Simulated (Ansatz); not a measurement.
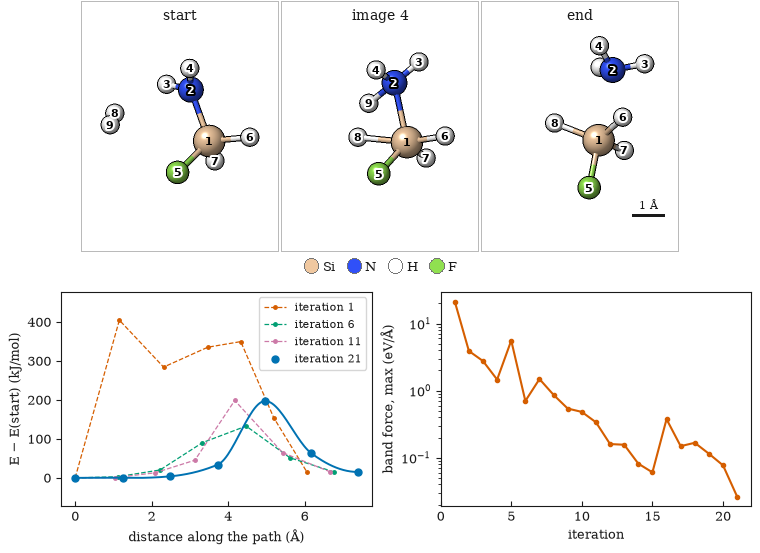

A nudged-elastic-band calculation for SiNH6F, made up at the start of SiNH4F and H₂. Images are numbered from 0 (start) to 6 (end). The plot follows the band through its iterations. A ball-and-stick model, seen from a free direction.

The calculation used Ansatz, RKS PBE/6-31G*. Settings: 5 movable images; climbing image; force threshold 0.05 eV/Å; iteration limit 60; starting path through a guess of the saddle point.

Q: How did the profile develop, and is the result final?

A: The result is final at these settings. The band converged in 21 iterations. The largest component of the band force went from 21 to 0.026 eV/Å. The climbing image converged on the top of the path. Its vibrational analysis gives one imaginary mode (1367i cm⁻¹), as a transition state must have. The first iteration put the highest image at 404.8 kJ/mol. Forward barrier 197.3 kJ/mol, backward barrier 182.0 kJ/mol, with image 4 at the top; the reaction energy is +15.3 kJ/mol.

Limits of the set-up: the start holds two separate molecules, 2.5 Å apart at their closest, whose relative position is a soft coordinate and is computed without a dispersion correction.
